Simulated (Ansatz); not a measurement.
# WS+ (doublet): wave-function methods side by side, def2-TZVPP

Aim: climb from Hartree-Fock through coupled cluster and multireference methods for WS+ (doublet) at one geometry and basis, and see what each rung misses.

Program: Ansatz 0.2.0, Gaussian basis. Level of theory: def2-TZVPP, core rule «outside noble gas», up to 9 orbitals frozen. These are calculated values, not measurements.

The runs, in order: UHF; CCSD(T) on ROHF; CCSD(T) on UHF; CCSDT(Q) on ROHF; CCSDT(Q) on UHF; CASSCF and MRCISD+Q, 11 electrons in 10 orbitals; CASSCF and NEVPT2, 11 electrons in 10 orbitals.

3 further runs of the same task are left out: 3 set aside as unsound or not needed. Runs told in other sessions of the task aren't counted.

## (1) The geometry

The geometry is a PBE0/def2-TZVP stationary point (not a proven minimum) of the parent state, kept for this charge and spin. No spin-orbit coupling is included. Elements past krypton take def2 core potentials.

2 atoms, charge 1, spin multiplicity 2.

Atoms are counted from 1 here; the program's logs count them from 0.

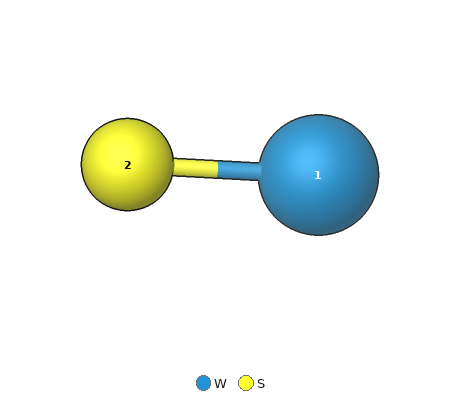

The geometry (tungsten blue, sulfur yellow); atoms are numbered from 1 in the order of the file.

Coordinates:

```xyz
2

W     0.0000    0.0000    0.0000
S     0.0000    0.0000    2.0526
```

In the tables R marks a restricted open-shell determinant and U an unrestricted one; 'valence' is the active space of 11 electrons in 10 orbitals; energies count from the table's Hartree-Fock row.

## (2) UHF

in.yaml reads:

```yaml
crystal:
  periodic: [false, false, false]
  atoms:
    - {symbol: W, position_ang: [0.000000, 0.000000, 0.000000]}
    - {symbol: S, position_ang: [0.000000, 0.000000, 2.052600]}
basis:
  gaussian: {orbitals: def2-TZVPP}
total_charge: 1
magnetization: {spin_polarized: true, initial_magnetization: 1}
hamiltonian: {xc: hf}
output: {orbitals: {seedname: orbitals}}
```

Launch:

```
$ ansatz run in.yaml --threads 1 --pin off --events-out ev --progress --plain --max-ram 2816MiB --backend cpu
```

Output:

```text
Functional definition: HF
  name "HF"
  cite "Fock, Z. Phys. 61, 126 (1930) doi:10.1007/BF01340294"
  parent pbe
  exchange = exact_x
  correlation = 0
883 factors; their error is unknown
mean field evaluation 1: about -12609.5493 eV, gradient 3.1e1 eV
mean field evaluation 2: about -12602.2689 eV, gradient 5.1e1 eV
mean field evaluation 4: about -12614.5788 eV, gradient 1.8e0 eV
mean field evaluation 8: about -12614.6578 eV, gradient 7.4e-1 eV
mean field evaluation 16: about -12615.1268 eV, gradient 1.4e-1 eV
mean field evaluation 32: about -12616.0427 eV, gradient 1.9e-5 eV
mean field evaluation 64: about -12615.1269 eV, gradient 4.5e-3 eV
mean field evaluation 96: about -12615.0341 eV, gradient 2.0e-1 eV
mean field evaluation 128: about -12614.5949 eV, gradient 2.5e-1 eV
mean field evaluation 160: about -12614.8478 eV, gradient 5.3e-1 eV
mean field evaluation 192: about -12613.9530 eV, gradient 2.2e0 eV
mean field evaluation 224: about -12615.5622 eV, gradient 2.3e0 eV
mean field evaluation 256: about -12615.0563 eV, gradient 4.5e0 eV
mean field evaluation 288: about -12615.7529 eV, gradient 1.0e0 eV
mean field evaluation 320: about -12612.0416 eV, gradient 2.2e1 eV
mean field evaluation 352: about -12616.0327 eV, gradient 8.6e-2 eV
mean field evaluation 384: about -12614.6984 eV, gradient 3.2e0 eV
mean field evaluation 416: about -12613.2569 eV, gradient 1.1e0 eV
mean field evaluation 448: about -12614.6394 eV, gradient 7.3e-1 eV
mean field evaluation 480: about -12614.1962 eV, gradient 5.6e0 eV
mean field -12616.04271209 eV, -463.6310182084 hartree, gradient 1.7e-5 eV, S^2 2.285844; 11 other end points of the search recorded, 0 dependent functions left out
reference -12616.04271209 eV, -463.6310182084 hartree; 15, 14 occupied and 83, 84 virtual orbitals, 883 factors
Total energy: -12616.04271209 eV, -463.6310182084 hartree
```

Wall time 14 s (1 thread of AMD EPYC 7R13, shared host); peak memory 0.28 GiB.

From the report: ⟨S²⟩ of the determinant 2.286 (pure doublet: 0.75). The determinant of HF (⟨S²⟩ 2.29) is far from a pure spin state, so its energy mixes those of several spin states; that is harmless only where they are near-degenerate.

## (3) CCSD(T) on ROHF

in.yaml: that of step 2 with these lines changed.

```diff
@@ -8,4 +8,3 @@
 total_charge: 1
-magnetization: {spin_polarized: true, initial_magnetization: 1}
-hamiltonian: {xc: hf}
-output: {orbitals: {seedname: orbitals}}
+magnetization: {spin_polarized: false, initial_magnetization: 1}
+correlation: {method: ccsd_t, electrons: outside_noble_gas}
```

Launch:

```
$ ansatz run in.yaml --threads 2 --pin off --events-out ev --progress --plain --max-ram 16896MiB --backend cuda --devices 0, --max-vram 18GiB
```

Output, shortened:

```text
Functional definition: HF
  name "HF"
  cite "Fock, Z. Phys. 61, 126 (1930) doi:10.1007/BF01340294"
  parent pbe
[...]
613 factors; integrals over basis functions are off by at most 8.4e-4 eV
[...]
mean field -12614.61962482 eV, -463.5787207160 hartree, gradient 2.3e-6 eV, S^2 0.750000; 24 other end points of the search recorded, 0 dependent functions left out
[...]
determinant -12614.61962482 eV, -463.5787207160 hartree, with singles and doubles -12623.87569594 eV, -463.9188750554 hartree
determinant -12614.60326412 eV, -463.5781194712 hartree, with singles and doubles -12623.99044587 eV, -463.9230920377 hartree
determinant -12614.57416800 eV, -463.5770502084 hartree, with singles and doubles -12623.58827042 eV, -463.9083123625 hartree
determinant -12613.97946102 eV, -463.5551951303 hartree, with singles and doubles -12623.19621547 eV, -463.8939046089 hartree
[...]
determinant -12614.61962482 eV, -463.5787207160 hartree, with singles and doubles -12623.90649299 eV, -463.9200068263 hartree
determinant -12614.60326412 eV, -463.5781194712 hartree, with singles and doubles -12623.92363094 eV, -463.9206366343 hartree
determinant -12614.57416800 eV, -463.5770502084 hartree, with singles and doubles -12623.51914820 eV, -463.9057721678 hartree
[...]
unrestricted determinant -12616.04281055 eV, -463.6310218268 hartree, S^2 2.2858
9 core orbitals not correlated: weight in the atoms' cores, before any rotation towards them, 0.996 or more for the frozen orbitals, at most 0.002 for the correlated occupied ones
reference -12614.60326412 eV, -463.5781194712 hartree; 6, 5 occupied and 83, 84 virtual orbitals, 613 factors
second order -9.30245009 eV of doubles, -0.01921534 eV of singles
cycle   1  -9.32037324 eV  change   -6.4e-6 eV  update   7.0e-6
perturbative correction -0.89044888 eV, -0.0327233929 hartree
Total energy: -12624.81408625 eV, -463.9533602632 hartree
```

It took 13 s on 1 × H100 (card shared with other runs) with 2 threads of AMD EPYC 7R13, shared host; peak host memory 0.84 GiB.

From the report: correlation -10.2108 eV; T1 0.048; largest double amplitude 0.22.

## (4) CCSD(T) on UHF

in.yaml: that of step 3 with these lines changed.

```diff
@@ -8,3 +8,3 @@
 total_charge: 1
-magnetization: {spin_polarized: false, initial_magnetization: 1}
+magnetization: {spin_polarized: true, initial_magnetization: 1}
 correlation: {method: ccsd_t, electrons: outside_noble_gas}
```

Same command.

Output, shortened:

```text
Functional definition: HF
  name "HF"
  cite "Fock, Z. Phys. 61, 126 (1930) doi:10.1007/BF01340294"
  parent pbe
[...]
613 factors; integrals over basis functions are off by at most 8.4e-4 eV
[...]
mean field -12616.04281055 eV, -463.6310218268 hartree, gradient 2.0e-6 eV, S^2 2.285842; 55 other end points of the search recorded, 0 dependent functions left out
determinant -12616.04281055 eV, -463.6310218268 hartree, with singles and doubles -12624.62705526 eV, -463.9464870012 hartree
determinant -12615.56970067 eV, -463.6136353595 hartree, with singles and doubles -12624.45637096 eV, -463.9402144690 hartree
determinant -12615.12436025 eV, -463.5972694006 hartree, with singles and doubles -12624.21133742 eV, -463.9312096524 hartree
determinant -12615.05212885 eV, -463.5946149458 hartree, with singles and doubles -12623.27884868 eV, -463.8969413231 hartree
[...]
determinant -12613.02373139 eV, -463.5200727139 hartree, with singles and doubles -12620.72551167 eV, -463.8031079189 hartree
determinant -12612.98664578 eV, -463.5187098431 hartree, with singles and doubles -12620.68605353 eV, -463.8016578589 hartree
9 core orbitals not correlated: weight in the atoms' cores, before any rotation towards them, 0.995 or more for the frozen orbitals, at most 0.003 for the correlated occupied ones
reference -12615.56970067 eV, -463.6136353595 hartree; 6, 5 occupied and 83, 84 virtual orbitals, 613 factors
second order -8.06304754 eV of doubles, -0.00000000 eV of singles
cycle   1  -8.99733874 eV  change    6.4e-7 eV  update   6.2e-6
[...]
cycle   6  -8.99736090 eV  change   -5.1e-6 eV  update   2.5e-6
perturbative correction -1.00662004 eV, -0.0369926040 hartree
WARN: the results are in doubt because among natural orbitals the method converges to other amplitudes
Total energy: -12625.57368162 eV, -463.9812748782 hartree
In doubt: among natural orbitals the method converges to other amplitudes
```

It took 19 s on 1 × H100 (card shared with other runs) with 2 threads of AMD EPYC 7R13, shared host; peak host memory 0.91 GiB.

From the report: ⟨S²⟩ of the determinant 2.186 (pure doublet: 0.75); correlation -10.0040 eV; T1 0.071; largest double amplitude 0.32. The determinant of CCSD(T) (⟨S²⟩ 2.19) is far from a pure spin state, so its energy mixes those of several spin states; high orders of coupled cluster remove much of that, low ones don't. The program marks this result as in doubt; its last lines say why.

## (5) CCSDT(Q) on ROHF

in.yaml: that of step 4 with these lines changed.

```diff
@@ -8,3 +8,3 @@
 total_charge: 1
-magnetization: {spin_polarized: true, initial_magnetization: 1}
-correlation: {method: ccsd_t, electrons: outside_noble_gas}
+magnetization: {spin_polarized: false, initial_magnetization: 1}
+correlation: {method: ccsdt_q, electrons: outside_noble_gas}
```

Same command.

Output, shortened:

```text
Functional definition: HF
  name "HF"
  cite "Fock, Z. Phys. 61, 126 (1930) doi:10.1007/BF01340294"
  parent pbe
[...]
1161 factors; integrals over basis functions are off by at most 1.4e-7 eV
[...]
mean field -12614.61963219 eV, -463.5787209868 hartree, gradient 6.8e-6 eV, S^2 0.750000; 24 other end points of the search recorded, 0 dependent functions left out
[...]
determinant -12614.61963219 eV, -463.5787209868 hartree, with singles and doubles -12623.87565050 eV, -463.9188733858 hartree
determinant -12614.60327051 eV, -463.5781197061 hartree, with singles and doubles -12623.99040477 eV, -463.9230905272 hartree
determinant -12614.57417705 eV, -463.5770505411 hartree, with singles and doubles -12623.58824012 eV, -463.9083112491 hartree
determinant -12613.97947193 eV, -463.5551955309 hartree, with singles and doubles -12623.19622239 eV, -463.8939048633 hartree
[...]
determinant -12614.61963219 eV, -463.5787209868 hartree, with singles and doubles -12623.90649478 eV, -463.9200068921 hartree
determinant -12614.60327051 eV, -463.5781197061 hartree, with singles and doubles -12623.92363175 eV, -463.9206366639 hartree
determinant -12614.57417705 eV, -463.5770505411 hartree, with singles and doubles -12623.51914319 eV, -463.9057719838 hartree
unrestricted determinant -12616.04282010 eV, -463.6310221775 hartree, S^2 2.2858
9 core orbitals not correlated: weight in the atoms' cores, before any rotation towards them, 0.996 or more for the frozen orbitals, at most 0.002 for the correlated occupied ones
reference -12614.60327051 eV, -463.5781197061 hartree; 6, 5 occupied and 83, 84 virtual orbitals, 1161 factors
second order -9.30246152 eV of doubles, -0.01921540 eV of singles
cycle   1  -8.40962387 eV  change    9.1e-1 eV  update   2.4e-1
[...]
cycle  32  -10.29326932 eV  change   -3.4e-7 eV  update   3.3e-7
perturbative correction -0.03342593 eV, -0.0012283802 hartree
Total energy: -12624.92996576 eV, -463.9576187566 hartree
```

Run time: 28 s. Hardware: 1 × H100 (card shared with other runs) with 2 threads of AMD EPYC 7R13, shared host; peak host memory 1.2 GiB.

From the report: correlation -10.3267 eV; T1 0.044; largest double amplitude 0.46.

## (6) CCSDT(Q) on UHF

in.yaml: that of step 5 with these lines changed.

```diff
@@ -8,3 +8,3 @@
 total_charge: 1
-magnetization: {spin_polarized: false, initial_magnetization: 1}
+magnetization: {spin_polarized: true, initial_magnetization: 1}
 correlation: {method: ccsdt_q, electrons: outside_noble_gas}
```

Same command.

Output, shortened:

```text
Functional definition: HF
  name "HF"
  cite "Fock, Z. Phys. 61, 126 (1930) doi:10.1007/BF01340294"
  parent pbe
[...]
1161 factors; integrals over basis functions are off by at most 1.4e-7 eV
[...]
mean field -12616.04282010 eV, -463.6310221775 hartree, gradient 3.2e-6 eV, S^2 2.285843; 61 other end points of the search recorded, 0 dependent functions left out
determinant -12616.04282010 eV, -463.6310221775 hartree, with singles and doubles -12624.62945469 eV, -463.9465751785 hartree
determinant -12615.56971026 eV, -463.6136357119 hartree, with singles and doubles -12624.45680385 eV, -463.9402303774 hartree
determinant -12615.12436864 eV, -463.5972697092 hartree, with singles and doubles -12624.21236508 eV, -463.9312474182 hartree
determinant -12615.05213751 eV, -463.5946152642 hartree, with singles and doubles -12623.28275126 eV, -463.8970847406 hartree
determinant -12614.91176963 eV, -463.5894568394 hartree, with singles and doubles -12623.17938375 eV, -463.8932860545 hartree
[...]
determinant -12612.98665710 eV, -463.5187102588 hartree, with singles and doubles -12620.68606335 eV, -463.8016582199 hartree
determinant -12612.85672927 eV, -463.5139354992 hartree, with singles and doubles -12620.67153164 eV, -463.8011241894 hartree
9 core orbitals not correlated: weight in the atoms' cores, before any rotation towards them, 0.995 or more for the frozen orbitals, at most 0.003 for the correlated occupied ones
reference -12615.56971026 eV, -463.6136357119 hartree; 6, 5 occupied and 83, 84 virtual orbitals, 1161 factors
second order -8.06305121 eV of doubles, -0.00000000 eV of singles
cycle   1  -7.87438781 eV  change    1.9e-1 eV  update   1.8e-1
[...]
cycle  39  -10.23847794 eV  change    1.1e-7 eV  update   2.9e-7
perturbative correction -0.12177834 eV, -0.0044752716 hartree
WARN: in the space of 8 natural orbitals, full CI finds another state of this spin 0.430 eV below this run's state, or below the method's energy where it doesn't find this run's state
WARN: the results are in doubt because among natural orbitals full CI differs from the method by +1.926 eV
Total energy: -12625.92996654 eV, -463.9943681077 hartree
In doubt: among natural orbitals full CI differs from the method by +1.926 eV
```

Wall time 34 s (1 × H100 (card shared with other runs) with 2 threads of AMD EPYC 7R13, shared host); peak host memory 1.1 GiB.

From the report: ⟨S²⟩ of the determinant 2.186 (pure doublet: 0.75); correlation -10.3603 eV; T1 0.083; largest double amplitude 0.65. The determinant of CCSDT(Q) (⟨S²⟩ 2.19) is far from a pure spin state, so its energy mixes those of several spin states; high orders of coupled cluster remove much of that, low ones don't. The program marks this result as in doubt; its last lines say why.

## (7) CASSCF and MRCISD+Q, 11 electrons in 10 orbitals

in.yaml reads:

```yaml
crystal:
  periodic: [false, false, false]
  atoms:
    - {symbol: W, position_ang: [0.000000, 0.000000, 0.000000]}
    - {symbol: S, position_ang: [0.000000, 0.000000, 2.052600]}
basis:
  gaussian: {orbitals: def2-TZVPP}
total_charge: 1
magnetization: {spin_polarized: false, initial_magnetization: 1}
correlation: {method: fic_mrcisd_q, electrons: outside_noble_gas, active_space: {window: {electrons: 11, orbitals: 10}, shells: [{species: S, l: s, shell: 3}, {species: S, l: p, shell: 3}, {species: W, l: s, shell: 6}, {species: W, l: d, shell: 5}]}}
```

Launched as before.

Output, shortened:

```text
Functional definition: HF
  name "HF"
  cite "Fock, Z. Phys. 61, 126 (1930) doi:10.1007/BF01340294"
  parent pbe
[...]
1161 factors; integrals over basis functions are off by at most 1.4e-7 eV
[...]
mean field -12614.61963219 eV, -463.5787209868 hartree, gradient 6.8e-6 eV, S^2 0.750000; 16 other end points of the search recorded, 0 dependent functions left out
reference -12614.61963219 eV, -463.5787209868 hartree; 15, 14 occupied and 83, 84 virtual orbitals, 1161 factors
state -12618.20804639 eV, -463.7105927762 hartree
contracted CI cycle   1: correlation 0.00000000 eV, 0.0000000000 hartree, residual 2.19e1 eV
contracted CI cycle   2: correlation -5.78912015 eV, -0.2127462415 hartree, residual 4.00e0 eV
contracted CI cycle   3: correlation -6.01398919 eV, -0.2210100262 hartree, residual 9.69e-1 eV
contracted CI cycle   4: correlation -6.02784301 eV, -0.2215191448 hartree, residual 2.83e-1 eV
contracted CI cycle   5: correlation -6.02904226 eV, -0.2215632164 hartree, residual 1.01e-1 eV
contracted CI cycle   6: correlation -6.02920727 eV, -0.2215692804 hartree, residual 3.75e-2 eV
contracted CI cycle   7: correlation -6.02922817 eV, -0.2215700486 hartree, residual 1.12e-2 eV
contracted CI cycle   8: correlation -6.02923003 eV, -0.2215701167 hartree, residual 3.47e-3 eV
contracted CI cycle   9: correlation -6.02923020 eV, -0.2215701232 hartree, residual 1.07e-3 eV
state -12618.20804639 eV, -463.7105927762 hartree; corrected -12624.83355500 eV, -463.9540757267 hartree
Total energy: -12624.83355500 eV, -463.9540757267 hartree
Checks for a lower state left out: starts, orbital_swaps
```

Run time: 12 s. Hardware: 1 × H100 (card shared with other runs) with 2 threads of AMD EPYC 7R13, shared host; peak host memory 0.94 GiB.

From the report: 13,236 determinants; active occupations 2.00, 1.96, 1.91, 1.91, 1.46, 1.00, 0.54, 0.09, 0.09, 0.04.

## (8) CASSCF and NEVPT2, 11 electrons in 10 orbitals

in.yaml reads:

```yaml
crystal:
  periodic: [false, false, false]
  atoms:
    - {symbol: W, position_ang: [0.000000, 0.000000, 0.000000]}
    - {symbol: S, position_ang: [0.000000, 0.000000, 2.052600]}
basis:
  gaussian: {orbitals: def2-TZVPP}
total_charge: 1
magnetization: {spin_polarized: false, initial_magnetization: 1}
correlation: {method: sc_nevpt2, electrons: outside_noble_gas, active_space: {window: {electrons: 11, orbitals: 10}, shells: [{species: S, l: s, shell: 3}, {species: S, l: p, shell: 3}, {species: W, l: s, shell: 6}, {species: W, l: d, shell: 5}]}}
```

Launched as before.

Output, shortened:

```text
Functional definition: HF
  name "HF"
  cite "Fock, Z. Phys. 61, 126 (1930) doi:10.1007/BF01340294"
  parent pbe
[...]
1161 factors; integrals over basis functions are off by at most 1.4e-7 eV
[...]
mean field -12614.61963219 eV, -463.5787209868 hartree, gradient 6.8e-6 eV, S^2 0.750000; 16 other end points of the search recorded, 0 dependent functions left out
reference -12614.61963219 eV, -463.5787209868 hartree; 15, 14 occupied and 83, 84 virtual orbitals, 1161 factors
state -12618.20804639 eV, -463.7105927762 hartree
state -12618.20804639 eV, -463.7105927762 hartree; corrected -12623.52649053 eV, -463.9060419933 hartree
Total energy: -12623.52649053 eV, -463.9060419933 hartree
Checks for a lower state left out: starts, orbital_swaps
```

It took 11 s on 1 × H100 (card shared with other runs) with 2 threads of AMD EPYC 7R13, shared host; peak host memory 0.84 GiB.

From the report: 13,236 determinants; active occupations 2.00, 1.96, 1.91, 1.91, 1.46, 1.00, 0.54, 0.09, 0.09, 0.04.

## (9) How many determinants matter

Natural occupations of the CASSCF valence state about the gap (report; correlated orbitals 1 to 10): 1.996, 1.957, 1.908, 1.908, 1.457, 1.000, 0.543, 0.095, 0.095, 0.042. The count of effectively unpaired electrons, Σ n²(2 − n)², is 2.39; a single determinant of this spin has 1.

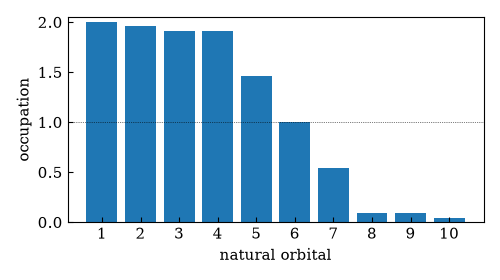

Natural occupations of the CASSCF valence state.

## (10) Misses and costs

No level here is safe as a reference; RCCSDT(Q) serves as a yardstick only. Rows without a time are mean-field rows or come out of runs for another level: lower rungs of the coupled-cluster runs, CASSCF and MRCISD of the multireference runs, or the Hartree-Fock search.

Differences are taken before rounding.

| method | energy from the lowest ROHF (kcal/mol) | from RCCSDT(Q) (kcal/mol) | time |
| --- | --- | --- | --- |
| ROHF | 0.00 | +237.76 |  |
| RMP2 | -214.59 | +23.18 |  |
| UMP2 | -207.85 | +29.91 |  |
| RCCSD | -214.56 | +23.21 |  |
| UCCSD | -229.39 | +8.37 |  |
| RCCSD(T) | -235.09 | +2.67 | 13 s |
| UCCSD(T) | -252.61 | -14.84 | 19 s |
| RCCSDT | -236.99 | +0.77 |  |
| UCCSDT | -258.01 | -20.25 |  |
| RCCSDT(Q) | -237.76 | 0 | 28 s |
| UCCSDT(Q) | -260.82 | -23.06 | 34 s |
| CASSCF valence | -82.75 | +155.01 |  |
| NEVPT2 valence | -205.40 | +32.36 | 11 s |
| MRCISD valence | -221.79 | +15.97 |  |
| MRCISD+Q valence | -235.54 | +2.22 | 12 s |

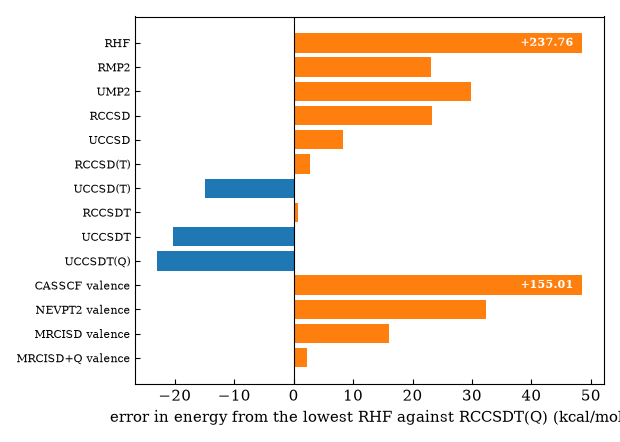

How far each level lands from RCCSDT(Q). Bars with a number in them are cut short.

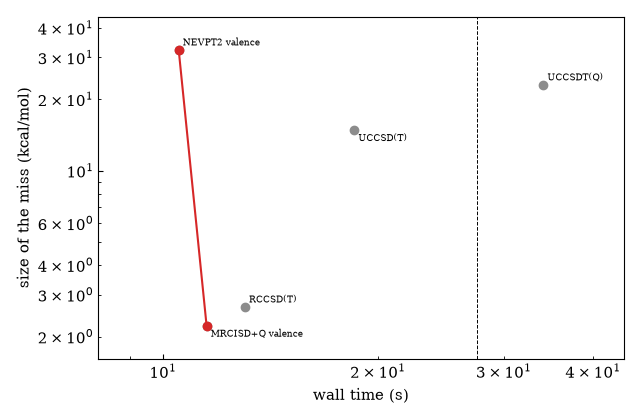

Accuracy for the time spent; red marks the levels that beat every quicker one drawn (of those quicker than the yardstick), and the dashed line is the time of RCCSDT(Q). Times are from a shared host.

Left out of the table: UHF (another determinant or state than the rows shown).

The ROHF row is the lowest such solution found; the determinant under the restricted MP2 and coupled-cluster rows lies 0.02 eV higher.

The program flags UCCSD(T), UCCSDT(Q) as in doubt (see the logs), so read those rows with care; the flags are large difference, lower state, other amplitudes.

## (11) Outcome

| quantity | value |
| --- | --- |
| RCCSDT(Q) from the ROHF energy | -10.3103 eV |
| RMP2 from RCCSDT(Q) | +23.18 kcal/mol |
| UMP2 from RCCSDT(Q) | +29.91 kcal/mol |
| RCCSD from RCCSDT(Q) | +23.21 kcal/mol |
| RCCSD(T) from RCCSDT(Q) | +2.67 kcal/mol |
| UCCSD(T) from RCCSDT(Q) | -14.84 kcal/mol |
| UCCSDT(Q) from RCCSDT(Q) | -23.06 kcal/mol |
| NEVPT2 valence from RCCSDT(Q) | +32.36 kcal/mol |
| MRCISD+Q valence from RCCSDT(Q) | +2.22 kcal/mol |
| T1 diagnostic | 0.048 |
| effectively unpaired electrons | 2.39 |

In words: RCCSD(T) misses by +2.67 kcal/mol, 1.1 % of the correlation energy. CCSD(T) misses by +2.67 kcal/mol on the restricted determinant and by -14.84 kcal/mol on the unrestricted one; the two need not hold the same state or core. The occupations show strong static correlation (2.4 unpaired electrons where one determinant has 1). Coupled cluster took another determinant than the lowest Hartree-Fock one. Warnings: spin contamination; coupled cluster took another determinant than the lowest; large T1 diagnostic.

The restricted and unrestricted ladders end 1.00 eV apart at CCSDT(Q), which points to two states or an unsound top rung; rows of one don't measure the error of the other.
